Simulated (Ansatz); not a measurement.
```xyz
11

C    -0.6883   -1.3099   -1.4267
N    -0.5326   -0.3764   -0.3702
Mo    0.1656    1.0460    0.3028
N     0.9551    0.4855    1.9685
O     1.3370    1.6479   -0.7399
Cl   -1.4978    2.5860    0.6091
H     0.0081   -1.1135   -2.2492
H    -1.7130   -1.2672   -1.8103
H    -0.5155   -2.3241   -1.0513
H     1.7337    0.9797    2.3811
H     0.8133   -0.4109    2.4067
```

Geometry: PBE0-D4/def2-TZVP; core potentials replace the inner electrons of Mo.

Method: RKS PBE0-D4/def2-TZVPP (Ansatz 0.2.0).

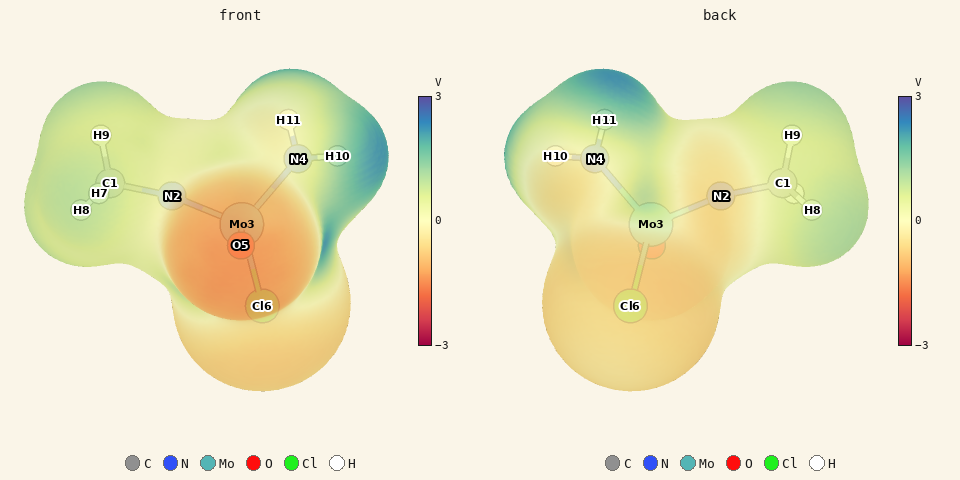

CH5ClMoN2O (SMILES C[N]=[Mo]([NH2])(=[O])[Cl]). The electrostatic potential painted on the density surface at 0.002 e/bohr³, seen from the front and from behind; red is negative and blue positive.

Where is the surface potential most negative and most positive?

The most negative region (about −1.4 V) lies over O5, the most positive (about +2.2 V) over Mo3, H10 and H11. O5 is the likeliest acceptor of a hydrogen bond.
